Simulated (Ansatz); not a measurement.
# H₂S₂: ionisation energy by level of theory

Aim: the vertical ionisation energy of H₂S₂, as cation minus neutral at the neutral's geometry, on several levels, and how well −ε(HOMO) stands in for it.

Method: unrestricted cation, the program's frozen cores in correlated methods; program: Ansatz 0.2.0, Gaussian basis.

Levels to be run: UKS PBE-D4/def2-TZVPP; UKS r2SCAN-D4/def2-TZVPP; UKS PBE0-D4/def2-TZVPP; UKS B3LYP-D4/def2-TZVPP; UKS wB97X-V/def2-TZVPP; UKS wB97M-V/def2-TZVPP; UKS B2PLYP/def2-TZVPP; UHF-CCSD(T)/def2-TZVPP; UHF-MP2/def2-QZVPP; extrapolation to the limit; then −ε(HOMO) from the neutral's earlier runs with LDA (SPW92), PBE-D4, revPBE-D4, BLYP-D4, r2SCAN-D4, B97M-V, PBE0-D4, B3LYP-D4, r2SCANh-D4, r2SCAN0-D4, HSE06-D4, BHLYP-D4, CAM-B3LYP-D4, LC-ωPBE, ωB97X-V, ωB97M-V.

1 further run of the same task is left out (it didn't finish).

### Step 1. The geometry

All runs share one geometry, relaxed beforehand with PBE0-D4 in a triple-zeta def2 set.

4 atoms, charge 0, spin multiplicity 1.

Atoms are counted from 1 here; the program's logs count them from 0.

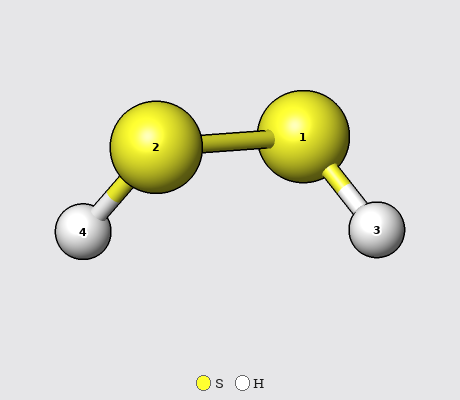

The geometry (sulfur yellow, hydrogen white); atoms are numbered from 1 in the order of the file.

### Step 2. Cation, UKS PBE-D4/def2-TZVPP

in.yaml

```yaml
crystal:
  periodic: [false, false, false]
  atoms:
    - {symbol: S, position_ang: [0.796772, -0.805645, 0.162097]}
    - {symbol: S, position_ang: [0.076537, 1.106367, 0.060903]}
    - {symbol: H, position_ang: [-0.213907, -1.366250, 0.853830]}
    - {symbol: H, position_ang: [-0.603901, 1.005228, -1.097129]}
basis:
  gaussian: {orbitals: def2-TZVPP}
total_charge: 1
magnetization: {spin_polarized: true, initial_magnetization: 1}
hamiltonian: {xc: pbe, dispersion: d4}
```

Command:

```console
$ ansatz run in.yaml --threads 2 --pin off --events-out ev --progress --plain --max-ram 4352MiB
```

Further steps of the session: Cation, UKS r2SCAN-D4/def2-TZVPP; Cation, UKS PBE0-D4/def2-TZVPP; Cation, UKS B3LYP-D4/def2-TZVPP; Cation, UKS wB97X-V/def2-TZVPP; Cation, UKS wB97M-V/def2-TZVPP; Cation, UKS B2PLYP (frozen core)/def2-TZVPP; Cation, UHF-CCSD(T)/def2-TZVPP; Cation, UHF-MP2/def2-QZVPP.

Q: Predict the results of all the runs planned. Wanted: ionisation energy, CCSD(T)/CBS; nearest functional by difference; nearest −ε(HOMO); −ε(HOMO) of PBE; T1 of the cation.

As calculated:

```
                        quantity               value
  ionisation energy, CCSD(T)/CBS            10.17 eV
nearest functional by difference  ωB97X-V (-0.10 eV)
                nearest −ε(HOMO)  LC-ωPBE (+0.10 eV)
                 −ε(HOMO) of PBE             6.27 eV
                T1 of the cation               0.027
```

In words: By cation minus neutral, the functionals miss by 0.43 eV at most. The PBE orbital energy is 3.9 eV too small: a semilocal HOMO is no ionisation energy. Among orbital estimates LC-ωPBE comes nearest. Hartree-Fock falls 1.16 eV short, as the neutral has more correlation energy than the cation. The cation may have settled in a state other than its lowest; no search over hole states beyond the program's own was made.
